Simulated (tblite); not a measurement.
**Geometry relaxation of C3H12BNSi (part 1 of 2)**

C3H12BNSi, SMILES C[Si]1(C)C[BH2-][NH2+]1, computed with GFN2-xTB geometry optimisation, gas phase (tblite 0.8.0).

It belongs to a series of runs on one base structure; here: C replaced by Si.

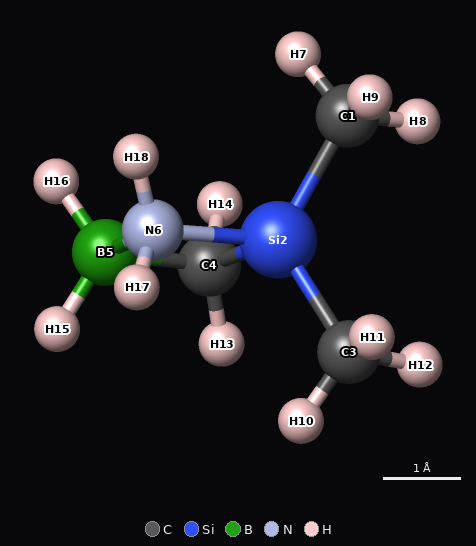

**Figure 1.** The input geometry (ball-and-stick view, seen at a tilt; atoms are numbered from 1 in the order of the input). Bond lengths as drawn: B–C 1.60 Å, B–H 1.19 to 1.20 Å, B–N 1.56 Å, C–H 1.10 to 1.12 Å, C–Si 1.84 to 1.86 Å, H–N 1.04 Å and N–Si 1.78 Å.

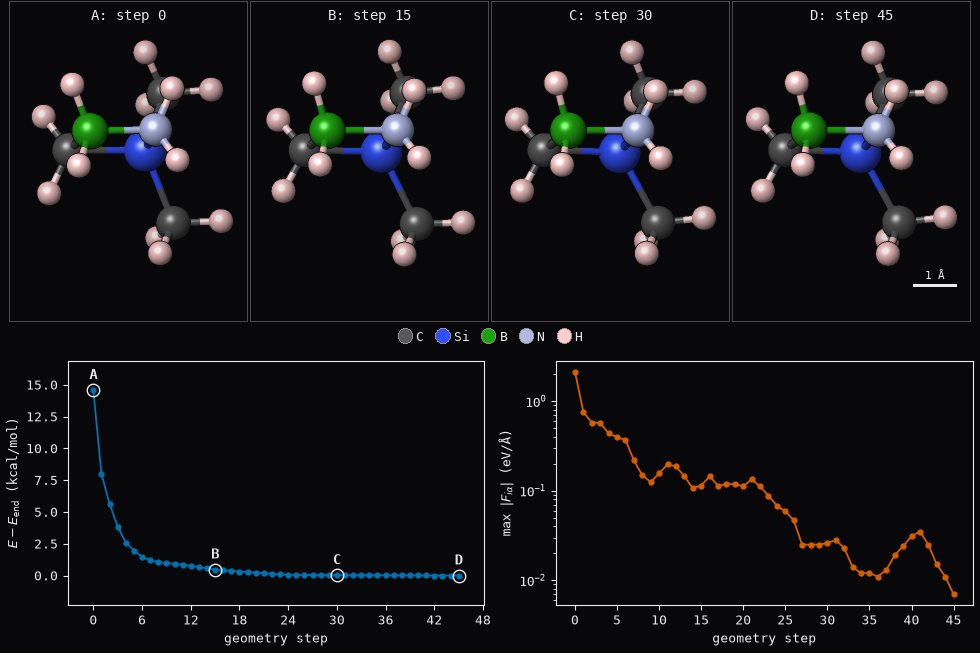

**Figure 2.** Frames of the relaxation (ball-and-stick view, seen at a tilt) above the curves, on which the letters mark them (steps are counted from 0).

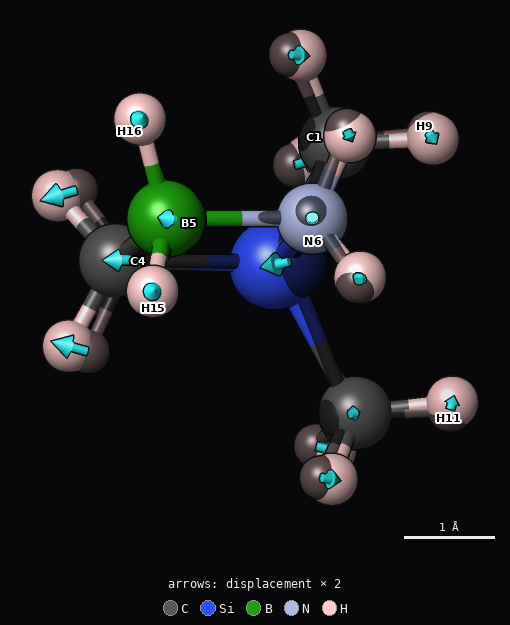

**Figure 3.** Start (faint) and end (solid) with the displacements as teal arrows, magnified 2 times (ball-and-stick view, seen at a tilt). The two geometries are laid on each other by the best rigid fit. Over 45 geometry steps the energy falls by 14.6 kcal/mol. The largest force component goes from 2.1 to 0.007 eV/Å. The largest moves after the best rigid fit, 0.23 Å, are those of H13 and H14. By element the largest moves are H 0.23 Å, Si 0.20 Å, C 0.17 Å, B 0.13 Å, N 0.07 Å. Among the contacts that change: B5–N6 1.559 → 1.687 Å, Si2–N6 1.776 → 1.835 Å, C4–B5 1.602 → 1.659 Å, C1–Si2 1.859 → 1.904 Å. Among the angles that change: C1–Si2–C4 113.7° → 121.6°, H17–N6–H18 114.5° → 107.4°, H13–C4–H14 113.7° → 106.6°. (Atoms are counted from 1 in the order of the input.)

These pictures come from the run below.

### The input
```
{"job": {"kind": "relax", "xc": "GFN2-xTB", "basis": "xTB"}, "charge": 0, "multiplicity": 1}
C     -1.104000     1.671800     0.765300
Si    -0.421500     0.084300     0.080600
C     -1.647500    -1.075000    -0.695000
C      0.782700    -0.747100     1.200600
B      1.915300    -0.397500     0.122600
N      1.020700     0.333300    -0.924800
H     -0.289600     2.289500     1.187100
H     -1.846400     1.451000     1.564400
H     -1.602700     2.233100    -0.051100
H     -1.138300    -1.973500    -1.075900
H     -2.162900    -0.552500    -1.540200
H     -2.415000    -1.376100     0.058300
H      0.596100    -1.844000     1.312400
H      0.927900    -0.218700     2.167500
H      2.399000    -1.373100    -0.348800
H      2.740300     0.339200     0.578600
H      0.968400    -0.178800    -1.825800
H      1.268800     1.340300    -1.014300
```

The first line tells a small driver script what to run in tblite; the rest is the geometry in Å.

Command:
```bash
OMP_NUM_THREADS=1 python <driver script> task.json out
```

### Output
```
step      E/eV     max force
  0    -500.51740    2.578
  1    -500.80309    0.963
  2    -500.90493    0.613
  3    -500.98249    0.618
  4    -501.03693    0.462
  5    -501.06435    0.404
  6    -501.08516    0.376
  7    -501.09817    0.224
  8    -501.10394    0.191
  9    -501.10712    0.171
 10    -501.10963    0.170
 11    -501.11244    0.215
 12    -501.11616    0.210
 13    -501.12082    0.167
 14    -501.12555    0.144
 15    -501.12919    0.118
 16    -501.13172    0.147
 17    -501.13392    0.116
 18    -501.13612    0.134
 19    -501.13812    0.134
 20    -501.13991    0.126
 21    -501.14170    0.148
 22    -501.14362    0.125
 23    -501.14544    0.097
 24    -501.14671    0.071
 25    -501.14745    0.086
 26    -501.14794    0.066
 27    -501.14823    0.032
 28    -501.14838    0.026
 29    -501.14848    0.033
 30    -501.14857    0.035
 31    -501.14867    0.029
 32    -501.14874    0.023
 33    -501.14879    0.016
 34    -501.14883    0.016
 35    -501.14887    0.014
 36    -501.14891    0.012
 37    -501.14894    0.017
 38    -501.14899    0.023
 39    -501.14908    0.028
 40    -501.14922    0.039
 41    -501.14939    0.043
 42    -501.14953    0.029
 43    -501.14961    0.017
 44    -501.14965    0.014
 45    -501.14966    0.010
```

### Trajectory as extended XYZ (Å, eV, eV/Å), 27 of the 46 frames kept, from step=0 to step=45
```
18
Properties=species:S:1:pos:R:3:forces:R:3 step=0 energy=-500.51740
C    -1.1040    1.6718    0.7653   -0.6010   1.0620   0.0550
Si   -0.4215    0.0843    0.0806   -0.5100  -0.5340   1.2800
C    -1.6475   -1.0750   -0.6950   -1.1900  -0.2230  -0.8080
C     0.7827   -0.7471    1.2006   -0.2640  -0.8860   1.4740
B     1.9153   -0.3975    0.1226    2.0010  -0.6790   0.7770
N     1.0207    0.3333   -0.9248   -0.4230   1.3730  -2.1400
H    -0.2896    2.2895    1.1871   -0.6290  -0.2450  -0.1850
H    -1.8464    1.4510    1.5644    0.6020   0.3360  -0.6890
H    -1.6027    2.2331   -0.0511    0.1570  -0.0470   0.7320
H    -1.1383   -1.9735   -1.0759   -0.4430   0.3600   0.1350
H    -2.1629   -0.5525   -1.5402    0.1990  -0.7300   0.6130
H    -2.4150   -1.3761    0.0583    0.6610   0.2090  -0.8110
H     0.5961   -1.8440    1.3124    0.1980   1.0140   0.5050
H     0.9279   -0.2187    2.1675   -0.2240  -0.9150  -0.4010
H     2.3990   -1.3731   -0.3488    0.1260  -0.0360  -0.2890
H     2.7403    0.3392    0.5786    0.0330   0.1230  -0.2730
H     0.9684   -0.1788   -1.8258    0.3780   0.9970   0.5690
H     1.2688    1.3403   -1.0143   -0.0690  -1.1800  -0.5430
18
Properties=species:S:1:pos:R:3:forces:R:3 step=2 energy=-500.90493
C    -1.1173    1.6963    0.7653    0.0930  -0.1520  -0.1490
Si   -0.4328    0.0672    0.1180   -0.1740  -0.1420   0.3060
C    -1.6731   -1.0799   -0.7142    0.2390   0.1160   0.0630
C     0.7794   -0.7655    1.2308    0.3110   0.0450  -0.0980
B     1.9645   -0.4169    0.1462    0.1160  -0.2290   0.2760
N     0.9999    0.3594   -0.9617   -0.4240  -0.1240   0.4030
H    -0.3083    2.2848    1.1826   -0.1430   0.1510   0.0320
H    -1.8312    1.4630    1.5459   -0.0570   0.2470  -0.0170
H    -1.6016    2.2370   -0.0319   -0.2050   0.3550   0.0400
H    -1.1534   -1.9633   -1.0729   -0.2220  -0.0140  -0.0760
H    -2.1624   -0.5730   -1.5283   -0.3120  -0.1330  -0.2650
H    -2.3993   -1.3717    0.0345   -0.1300  -0.0970  -0.1910
H     0.6013   -1.8216    1.3332    0.0310  -0.1940   0.5770
H     0.9215   -0.2471    2.1642   -0.0510  -0.3980   0.4630
H     2.4057   -1.3773   -0.3603    0.2430  -0.1790  -0.2780
H     2.7457    0.3463    0.5711    0.3080   0.2610  -0.0790
H     0.9809   -0.1522   -1.8238    0.2050   0.3060  -0.4550
H     1.2718    1.3208   -1.0369    0.1730   0.1820  -0.5500
18
Properties=species:S:1:pos:R:3:forces:R:3 step=3 energy=-500.98249
C    -1.1192    1.7004    0.7615    0.1100  -0.2650  -0.1660
Si   -0.4406    0.0576    0.1386   -0.0180   0.0480  -0.0820
C    -1.6752   -1.0786   -0.7188    0.2880   0.2040   0.1340
C     0.7864   -0.7700    1.2375    0.3760   0.0370  -0.1530
B     1.9834   -0.4293    0.1612   -0.1930  -0.0540   0.0420
N     0.9813    0.3638   -0.9618   -0.0640  -0.1750   0.3210
H    -0.3184    2.2872    1.1819    0.0480   0.2370   0.0760
H    -1.8275    1.4735    1.5392   -0.2530   0.1860   0.1850
H    -1.6066    2.2476   -0.0244   -0.2160   0.3430  -0.1110
H    -1.1644   -1.9601   -1.0739   -0.0530  -0.1840  -0.1570
H    -2.1704   -0.5833   -1.5313   -0.3060   0.0080  -0.3490
H    -2.3974   -1.3728    0.0214   -0.3450  -0.1750   0.0220
H     0.6038   -1.8194    1.3552    0.0150  -0.3830   0.4850
H     0.9180   -0.2669    2.1753    0.0160  -0.2120   0.5740
H     2.4143   -1.3835   -0.3714    0.2100  -0.0930  -0.1790
H     2.7556    0.3556    0.5665    0.2640   0.1630  -0.0730
H     0.9905   -0.1358   -1.8360    0.0800   0.2490  -0.2220
H     1.2777    1.3203   -1.0590    0.0410   0.0670  -0.3480
18
Properties=species:S:1:pos:R:3:forces:R:3 step=5 energy=-501.06435
C    -1.1215    1.7009    0.7518   -0.0950   0.0880   0.0550
Si   -0.4459    0.0482    0.1589    0.2830   0.0960  -0.2580
C    -1.6741   -1.0707   -0.7231   -0.1290  -0.0590  -0.0280
C     0.8089   -0.7792    1.2477    0.0680  -0.1190   0.1880
B     2.0036   -0.4456    0.1794   -0.1060   0.1420  -0.2240
N     0.9621    0.3665   -0.9582    0.3950  -0.0840  -0.0010
H    -0.3294    2.2997    1.1832    0.0390   0.1120  -0.0190
H    -1.8338    1.4956    1.5380   -0.1910   0.1240   0.1100
H    -1.6207    2.2739   -0.0183   -0.0450   0.0880  -0.0600
H    -1.1798   -1.9638   -1.0822    0.0170  -0.0730  -0.1120
H    -2.1912   -0.5973   -1.5469   -0.0570   0.0290  -0.1000
H    -2.4096   -1.3815    0.0048   -0.2360  -0.0940   0.0030
H     0.6090   -1.8301    1.4038    0.0800  -0.1770   0.1970
H     0.9149   -0.3023    2.2121    0.0820  -0.0950   0.2450
H     2.4338   -1.3924   -0.3917    0.0870   0.1270   0.0220
H     2.7775    0.3712    0.5557    0.0490  -0.1030  -0.1210
H     1.0041   -0.1026   -1.8544   -0.1140   0.0340   0.0690
H     1.2833    1.3161   -1.0991   -0.1280  -0.0350   0.0300
18
Properties=species:S:1:pos:R:3:forces:R:3 step=7 energy=-501.09817
C    -1.1281    1.7067    0.7516   -0.0720   0.1200   0.0580
Si   -0.4321    0.0492    0.1533   -0.0040  -0.0530   0.0870
C    -1.6814   -1.0717   -0.7265   -0.1290  -0.0820  -0.0630
C     0.8210   -0.7895    1.2627   -0.1180  -0.0410   0.1040
B     2.0055   -0.4434    0.1733    0.0590   0.0550  -0.0770
N     0.9787    0.3616   -0.9547    0.2190  -0.0300  -0.0390
H    -0.3325    2.3114    1.1820   -0.0800   0.0070  -0.0670
H    -1.8475    1.5126    1.5433   -0.0080   0.0860  -0.0670
H    -1.6287    2.2895   -0.0189    0.0490  -0.0550   0.0410
H    -1.1860   -1.9687   -1.0922   -0.0620   0.0730  -0.0270
H    -2.2027   -0.6015   -1.5587    0.0670  -0.0210   0.0780
H    -2.4284   -1.3903   -0.0030   -0.0100   0.0170  -0.1130
H     0.6168   -1.8449    1.4354    0.1140   0.0390   0.0150
H     0.9193   -0.3230    2.2415    0.0900  -0.0700  -0.0360
H     2.4473   -1.3876   -0.3984    0.0320   0.1290   0.0460
H     2.7895    0.3707    0.5434   -0.0090  -0.1180  -0.0970
H     1.0023   -0.0889   -1.8594   -0.0900  -0.1210   0.0270
H     1.2782    1.3142   -1.1130   -0.0510   0.0640   0.1290
18
Properties=species:S:1:pos:R:3:forces:R:3 step=9 energy=-501.10712
C    -1.1321    1.7114    0.7535    0.0160  -0.0400  -0.0280
Si   -0.4290    0.0478    0.1544   -0.1050  -0.0510   0.1250
C    -1.6871   -1.0745   -0.7288    0.0370   0.0360   0.0140
C     0.8196   -0.7929    1.2692   -0.0020   0.0280  -0.0490
B     2.0055   -0.4394    0.1669    0.0010  -0.0170   0.0330
N     0.9942    0.3578   -0.9534   -0.0750  -0.0090   0.0340
H    -0.3361    2.3159    1.1788   -0.0430   0.0310  -0.0240
H    -1.8531    1.5212    1.5428   -0.0130   0.0610  -0.0390
H    -1.6288    2.2911   -0.0187    0.0120  -0.0240  -0.0150
H    -1.1898   -1.9676   -1.0970   -0.0460   0.0200  -0.0290
H    -2.2029   -0.6020   -1.5594    0.0210   0.0240   0.0110
H    -2.4357   -1.3924   -0.0093   -0.0210   0.0050  -0.0700
H     0.6247   -1.8488    1.4437    0.0840   0.0190  -0.0180
H     0.9258   -0.3305    2.2483    0.0710  -0.0260  -0.0380
H     2.4526   -1.3800   -0.3975    0.0440   0.0200   0.0000
H     2.7928    0.3647    0.5358    0.0480  -0.0180  -0.0280
H     0.9968   -0.0927   -1.8590   -0.0240  -0.0770   0.0340
H     1.2740    1.3173   -1.1087   -0.0040   0.0170   0.0860
18
Properties=species:S:1:pos:R:3:forces:R:3 step=10 energy=-501.10963
C    -1.1330    1.7120    0.7535    0.0240  -0.0620  -0.0390
Si   -0.4311    0.0458    0.1586   -0.0680  -0.0200   0.0640
C    -1.6881   -1.0746   -0.7293    0.0570   0.0530   0.0270
C     0.8188   -0.7932    1.2701    0.0640   0.0220  -0.0580
B     2.0060   -0.4388    0.1661   -0.0310  -0.0170   0.0320
N     0.9968    0.3566   -0.9526   -0.1560  -0.0060   0.0670
H    -0.3385    2.3179    1.1771   -0.0120   0.0390  -0.0080
H    -1.8549    1.5254    1.5414   -0.0330   0.0470  -0.0080
H    -1.6284    2.2907   -0.0188   -0.0060  -0.0120  -0.0530
H    -1.1923   -1.9665   -1.0990   -0.0210  -0.0100  -0.0340
H    -2.2022   -0.6017   -1.5589    0.0040   0.0550  -0.0250
H    -2.4381   -1.3927   -0.0133   -0.0460  -0.0090  -0.0350
H     0.6294   -1.8490    1.4456    0.0650  -0.0110  -0.0250
H     0.9296   -0.3335    2.2489    0.0630   0.0010  -0.0150
H     2.4553   -1.3771   -0.3972    0.0440  -0.0210  -0.0130
H     2.7949    0.3623    0.5327    0.0630   0.0160   0.0000
H     0.9945   -0.0960   -1.8579   -0.0070  -0.0360   0.0580
H     1.2726    1.3186   -1.1050   -0.0060  -0.0300   0.0650
18
Properties=species:S:1:pos:R:3:forces:R:3 step=12 energy=-501.11616
C    -1.1350    1.7117    0.7514   -0.0170   0.0070  -0.0080
Si   -0.4394    0.0394    0.1730    0.0610   0.0330  -0.0610
C    -1.6891   -1.0722   -0.7301   -0.0140   0.0090  -0.0050
C     0.8219   -0.7941    1.2707    0.1520  -0.0300   0.0070
B     2.0069   -0.4381    0.1656   -0.0110   0.0070  -0.0200
N     0.9925    0.3536   -0.9463   -0.1870  -0.0120   0.0940
H    -0.3457    2.3255    1.1719    0.0370   0.0170   0.0060
H    -1.8617    1.5398    1.5369   -0.0520   0.0130   0.0340
H    -1.6276    2.2888   -0.0230   -0.0160  -0.0230  -0.1130
H    -1.2003   -1.9640   -1.1067    0.0310  -0.0300  -0.0220
H    -2.1998   -0.5969   -1.5594    0.0070   0.1090  -0.0530
H    -2.4475   -1.3943   -0.0264   -0.0650  -0.0220   0.0220
H     0.6460   -1.8504    1.4492    0.0230  -0.0620  -0.0440
H     0.9438   -0.3416    2.2500    0.0440   0.0580   0.0270
H     2.4653   -1.3713   -0.3976    0.0070  -0.0690  -0.0270
H     2.8046    0.3575    0.5246    0.0310   0.0560   0.0380
H     0.9881   -0.1054   -1.8502    0.0020   0.0560   0.1090
H     1.2682    1.3184   -1.0918   -0.0330  -0.1190   0.0160
18
Properties=species:S:1:pos:R:3:forces:R:3 step=14 energy=-501.12555
C    -1.1403    1.7132    0.7479   -0.0670   0.0950   0.0300
Si   -0.4486    0.0308    0.1932    0.0950   0.0050  -0.0310
C    -1.6931   -1.0687   -0.7324   -0.1060  -0.0470  -0.0480
C     0.8372   -0.7979    1.2728    0.0940  -0.0640   0.0890
B     2.0091   -0.4363    0.1630    0.1030   0.0060  -0.0480
N     0.9734    0.3475   -0.9292    0.0120  -0.0220   0.0460
H    -0.3552    2.3382    1.1635    0.0340  -0.0400  -0.0070
H    -1.8759    1.5641    1.5314   -0.0210  -0.0140   0.0160
H    -1.6269    2.2827   -0.0380    0.0060  -0.0670  -0.1050
H    -1.2110   -1.9612   -1.1202    0.0450   0.0180   0.0170
H    -2.1943   -0.5809   -1.5631    0.0470   0.1070  -0.0070
H    -2.4668   -1.3979   -0.0467   -0.0210  -0.0010   0.0240
H     0.6751   -1.8569    1.4509   -0.0070  -0.0550  -0.0430
H     0.9705   -0.3502    2.2529    0.0180   0.0670   0.0340
H     2.4811   -1.3666   -0.4000   -0.0720  -0.0540  -0.0350
H     2.8215    0.3536    0.5140   -0.0670   0.0660   0.0340
H     0.9773   -0.1170   -1.8296   -0.0270   0.0930   0.0680
H     1.2581    1.3097   -1.0686   -0.0640  -0.0910  -0.0360
18
Properties=species:S:1:pos:R:3:forces:R:3 step=16 energy=-501.13172
C    -1.1462    1.7173    0.7468   -0.0160  -0.0050  -0.0080
Si   -0.4499    0.0258    0.2041   -0.0130  -0.0500   0.0910
C    -1.6996   -1.0679   -0.7353   -0.0170   0.0150   0.0040
C     0.8518   -0.8026    1.2772   -0.0140  -0.0150   0.0390
B     2.0150   -0.4353    0.1593    0.0700  -0.0270   0.0170
N     0.9625    0.3419   -0.9152    0.1450  -0.0240   0.0010
H    -0.3583    2.3433    1.1582   -0.0070  -0.0450  -0.0210
H    -1.8859    1.5772    1.5293    0.0000  -0.0020  -0.0200
H    -1.6261    2.2745   -0.0539    0.0210  -0.0710  -0.0400
H    -1.2144   -1.9586   -1.1271    0.0070   0.0510   0.0240
H    -2.1881   -0.5641   -1.5658    0.0500   0.0530   0.0330
H    -2.4796   -1.3999   -0.0567    0.0050   0.0160  -0.0140
H     0.6918   -1.8641    1.4483    0.0030  -0.0060   0.0010
H     0.9877   -0.3503    2.2560    0.0090   0.0040   0.0140
H     2.4857   -1.3675   -0.4037   -0.0750  -0.0230  -0.0410
H     2.8273    0.3558    0.5104   -0.0750   0.0590   0.0100
H     0.9690   -0.1195   -1.8139   -0.0490   0.0230  -0.0470
H     1.2485    1.3004   -1.0563   -0.0440   0.0470  -0.0430
18
Properties=species:S:1:pos:R:3:forces:R:3 step=17 energy=-501.13392
C    -1.1485    1.7187    0.7464    0.0190  -0.0720  -0.0270
Si   -0.4497    0.0234    0.2088   -0.0310  -0.0510   0.0990
C    -1.7022   -1.0675   -0.7361    0.0450   0.0530   0.0410
C     0.8565   -0.8047    1.2798   -0.0330   0.0110   0.0000
B     2.0189   -0.4357    0.1584    0.0060  -0.0320   0.0430
N     0.9631    0.3395   -0.9107    0.1140  -0.0160  -0.0070
H    -0.3588    2.3432    1.1563   -0.0210  -0.0320  -0.0240
H    -1.8888    1.5804    1.5286    0.0000   0.0080  -0.0300
H    -1.6254    2.2700   -0.0604    0.0210  -0.0620  -0.0160
H    -1.2146   -1.9566   -1.1282   -0.0080   0.0500   0.0160
H    -2.1849   -0.5571   -1.5660    0.0400   0.0340   0.0360
H    -2.4833   -1.4002   -0.0592    0.0020   0.0190  -0.0260
H     0.6960   -1.8670    1.4472    0.0100   0.0100   0.0260
H     0.9925   -0.3494    2.2577    0.0080  -0.0270   0.0080
H     2.4843   -1.3691   -0.4061   -0.0500  -0.0160  -0.0360
H     2.8265    0.3588    0.5102   -0.0470   0.0490   0.0050
H     0.9653   -0.1186   -1.8104   -0.0450  -0.0060  -0.0720
H     1.2442    1.2983   -1.0546   -0.0280   0.0810  -0.0340
18
Properties=species:S:1:pos:R:3:forces:R:3 step=19 energy=-501.13812
C    -1.1524    1.7169    0.7439    0.0460  -0.1190  -0.0320
Si   -0.4507    0.0155    0.2242    0.0300  -0.0050   0.0000
C    -1.7049   -1.0631   -0.7353    0.0890   0.0710   0.0700
C     0.8650   -0.8087    1.2855   -0.0120   0.0150  -0.0250
B     2.0261   -0.4379    0.1588   -0.0910  -0.0020   0.0280
N     0.9679    0.3342   -0.9020   -0.0500   0.0270  -0.0320
H    -0.3619    2.3422    1.1504   -0.0220  -0.0110  -0.0260
H    -1.8957    1.5890    1.5247   -0.0080   0.0090  -0.0380
H    -1.6226    2.2569   -0.0746    0.0200  -0.0520   0.0080
H    -1.2162   -1.9496   -1.1306   -0.0100   0.0310   0.0000
H    -2.1758   -0.5404   -1.5642    0.0260   0.0200   0.0380
H    -2.4918   -1.3996   -0.0675   -0.0070   0.0270  -0.0260
H     0.7073   -1.8720    1.4474    0.0120   0.0130   0.0650
H     1.0045   -0.3506    2.2616    0.0040  -0.0620   0.0150
H     2.4803   -1.3726   -0.4128    0.0000   0.0050   0.0010
H     2.8236    0.3666    0.5093    0.0020   0.0000   0.0040
H     0.9549   -0.1179   -1.8057   -0.0200  -0.0120  -0.0380
H     1.2336    1.2976   -1.0515   -0.0080   0.0440  -0.0110
```
